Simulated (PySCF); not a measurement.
# Core-level calculation of Si4PNH10

System: Si4PNH10.
Method: delta-SCF UKS SCAN, pcX-2 on the ionised atom, pcseg-1 elsewhere, spin-free X2C (PySCF 2.14.0).

Figures and captions count atoms from 1; the log counts them from 0 in places.

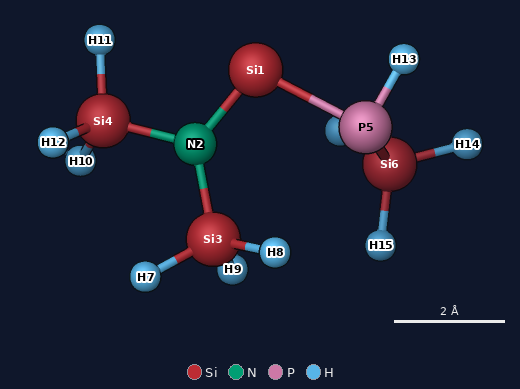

Figure 1. The input geometry (ball-and-stick view, seen at a tilt; atoms are numbered from 1 in the order of the input). Bond lengths as drawn: H–P 1.43 Å, H–Si 1.49 to 1.50 Å, N–Si 1.76 to 1.78 Å and P–Si 2.26 to 2.31 Å.

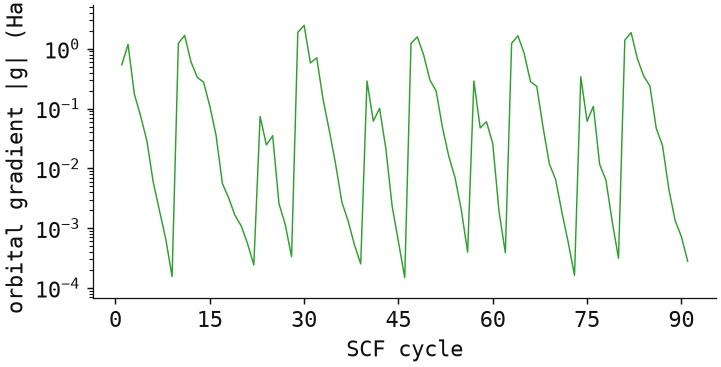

Figure 2. Convergence of the self-consistent field: orbital gradient |g| against the SCF cycle. All cycles printed in the log are drawn one after another.

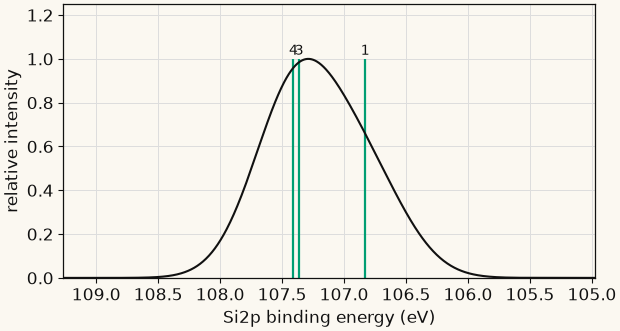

Figure 3. Si2p binding energies by ΔSCF of the atoms computed, labelled by atom number, with a Gaussian envelope of 0.8 eV full width. They run from 106.83 eV (atom 1) to 107.41 eV (atom 4).

The input that produced these results follows, with the program's output.

**Input file**
```
{"job": {"kind": "xps", "holes": 5}, "charge": 0, "multiplicity": 1}
Si    -0.466963     1.385220    -1.050169
N     -1.133093     0.103499    -0.052236
Si    -0.522488    -0.544746     1.481647
Si    -2.617417    -0.662174    -0.656499
P      1.415590     2.023693     0.120029
Si     2.681020     0.235029    -0.437397
H     -1.691679    -1.005783     2.291857
H      0.229688     0.512811     2.213293
H      0.368503    -1.715688     1.228408
H     -2.425696    -2.143523    -0.713135
H     -2.894855    -0.126248    -2.019317
H     -3.762048    -0.369686     0.257112
H      1.858964     2.805161    -0.991948
H      4.013946     0.727620    -0.894026
H      2.847701    -0.626112     0.769288
H      2.087484    -0.610294    -1.524784
```

The first line tells a small driver script what to run in PySCF; the rest is the geometry in Å.

Launch command:
```bash
OMP_NUM_THREADS=1 python <driver script> task.json out
```

**Output**
```
ground state, core basis on atom 0 (Si), 196 functions
  cycle   1  E = -1563.03047523  |g| = 5.38e-01
  cycle   2  E = -1562.73059183  |g| = 1.18e+00
  cycle   3  E = -1563.09163681  |g| = 1.75e-01
  cycle   4  E = -1563.09973643  |g| = 7.51e-02
  cycle   5  E = -1563.10179882  |g| = 2.85e-02
  cycle   6  E = -1563.10208821  |g| = 5.90e-03
  cycle   7  E = -1563.10209794  |g| = 1.96e-03
  cycle   8  E = -1563.10210340  |g| = 6.55e-04
  cycle   9  E = -1563.10210499  |g| = 1.56e-04
  E(ground) = -1563.21253487 Eh
hole in Si 2p of atom 0
  cycle   1  E = -1558.81142591  |g| = 1.23e+00
[... 12 cycles left out ...]
  E(ion) = -1559.28283533 Eh   <S^2> = 0.7731   hole on atom = 1.003   binding energy = 106.933 eV
  2p3/2 = 106.617 eV   2p1/2 = 107.254 eV
ground state, core basis on atom 1 (N), 185 functions
[... 6 cycles left out ...]
  E(ground) = -1563.17166496 Eh
hole in N 1s of atom 1
[... 11 cycles left out ...]
  E(ion) = -1548.32527227 Eh   <S^2> = 0.7700   hole on atom = 1.000   binding energy = 403.991 eV
ground state, core basis on atom 2 (Si), 196 functions
[... 7 cycles left out ...]
  E(ground) = -1563.21189262 Eh
hole in Si 2p of atom 2
[... 10 cycles left out ...]
  E(ion) = -1559.26552958 Eh   <S^2> = 0.7525   hole on atom = 1.002   binding energy = 107.386 eV
  2p3/2 = 107.154 eV   2p1/2 = 107.778 eV
ground state, core basis on atom 3 (Si), 196 functions
[... 6 cycles left out ...]
  E(ground) = -1563.21201493 Eh
hole in Si 2p of atom 3
[... 11 cycles left out ...]
  E(ion) = -1559.26391081 Eh   <S^2> = 0.7518   hole on atom = 1.002   binding energy = 107.433 eV
  2p3/2 = 107.200 eV   2p1/2 = 107.824 eV
ground state, core basis on atom 4 (P), 196 functions
[... 7 cycles left out ...]
  E(ground) = -1563.24010989 Eh
hole in P 2p of atom 4
[... 1 cycle left out ...]
  cycle   2  E = -1555.98879865  |g| = 1.86e+00
  cycle   3  E = -1557.74004903  |g| = 6.83e-01
  cycle   4  E = -1558.05818376  |g| = 3.50e-01
  cycle   5  E = -1558.09251047  |g| = 2.37e-01
  cycle   6  E = -1558.12153274  |g| = 4.68e-02
  cycle   7  E = -1558.12276656  |g| = 2.39e-02
  cycle   8  E = -1558.12318286  |g| = 4.52e-03
  cycle   9  E = -1558.12319737  |g| = 1.35e-03
  cycle  10  E = -1558.12320067  |g| = 7.22e-04
  cycle  11  E = -1558.12320021  |g| = 2.80e-04
  E(ion) = -1558.25636376 Eh   <S^2> = 0.7550   hole on atom = 1.002   binding energy = 135.615 eV
  2p3/2 = 135.363 eV   2p1/2 = 136.252 eV
```

**Results in brief**

```json
{"quantity": "outcome", "value": "converged"}
{"quantity": "hardware", "value": "1 CPU thread, shared host"}
{"quantity": "wall time", "value": "52 s"}
{"quantity": "peak memory", "value": "0.8 GiB"}
```
